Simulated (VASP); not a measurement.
Band structure of Sr3SbN (space group Pm-3m). These are PBEsol GGA, VASP's PBE PAW potentials (set 64) (plane waves; VASP 6.6.1) values and carry that method's errors.

Unless said otherwise, spin-orbit coupling is left out, though it shifts the bands of the heavy elements here.

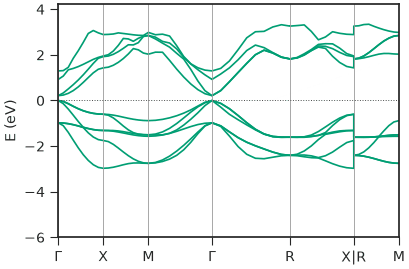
Figure: Bands along high-symmetry lines, zero at the valence-band maximum or, without a gap, the Fermi level

Problem. Read the plot: is there a gap, and where are the band edges?

Solution. The gap is direct, 0.21 eV, from the valence maximum at Γ to the conduction minimum at Γ.

The structure comes from a computed database's Sr3SbN entry; how it stands against other phases isn't given here. The cell was not relaxed at this level.
